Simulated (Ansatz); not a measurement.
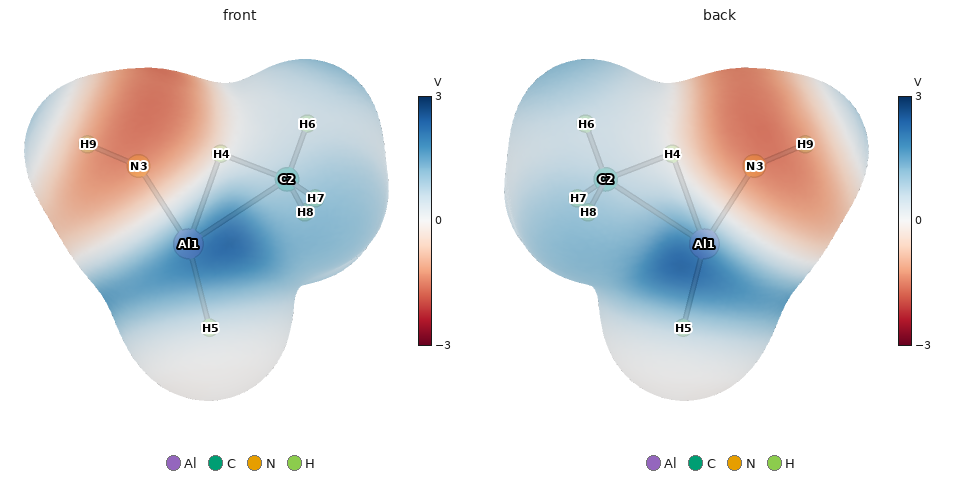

CH6AlN. The molecular electrostatic potential painted on the density surface at 0.002 e/bohr³, seen from the front and from behind; red is negative and blue positive.

A transition-state structure; geometry: PBE0-D4/def2-TZVP.

Computed with Ansatz 0.2.0, RKS PBE0-D4/def2-TZVPP.

Input

```
crystal:
  periodic: [false, false, false]
  atoms:
    - {symbol: Al, position_ang: [-0.962428, 0.016633, -0.676440]}
    - {symbol: C, position_ang: [0.469359, 0.440692, 0.896295]}
    - {symbol: N, position_ang: [0.116605, -1.106148, -1.314873]}
    - {symbol: H, position_ang: [0.631921, -0.412868, -0.065401]}
    - {symbol: H, position_ang: [-2.250093, 0.909850, -0.478695]}
    - {symbol: H, position_ang: [1.454678, 0.170808, 1.285038]}
    - {symbol: H, position_ang: [0.507272, 1.516468, 0.695614]}
    - {symbol: H, position_ang: [-0.239528, 0.240465, 1.706865]}
    - {symbol: H, position_ang: [0.272113, -1.776099, -2.048403]}
basis:
  gaussian: {orbitals: def2-TZVPP}
hamiltonian: {xc: pbe0, dispersion: d4}
output: {orbitals: {seedname: orbitals}}
```

Run with:

```sh
ansatz run in.yaml --threads 2 --pin off --events-out ev --progress --plain --max-ram 4352MiB
```

> Where is the surface potential most negative and most positive?

The most negative region (about −1.6 V) lies over N3, the most positive (about +2.4 V) over Al1. N3 is the likeliest acceptor of a hydrogen bond.
